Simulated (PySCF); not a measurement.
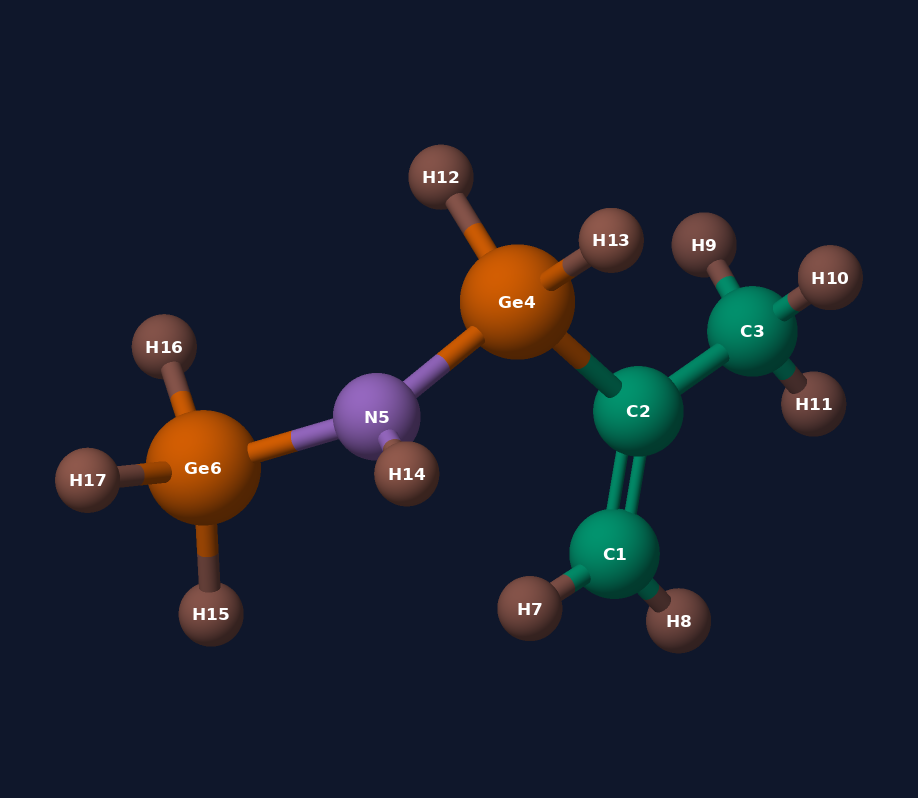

Numbered structure. The geometry was computed by an optimisation with PBE0-D3(BJ)/def2-SVP. No frequency run is at hand to confirm it as a minimum.

Give the bond lengths.

| bond | length (Å) |
| --- | --- |
| C1–C2 | 1.338 |
| C1–H7 | 1.095 |
| C1–H8 | 1.097 |
| C2–C3 | 1.499 |
| C2–Ge4 | 1.955 |
| C3–H9 | 1.103 |
| C3–H10 | 1.103 |
| C3–H11 | 1.101 |
| Ge4–N5 | 1.833 |
| Ge4–H12 | 1.544 |
| Ge4–H13 | 1.545 |
| N5–Ge6 | 1.832 |
| N5–H14 | 1.015 |
| Ge6–H15 | 1.547 |
| Ge6–H16 | 1.538 |
| Ge6–H17 | 1.542 |
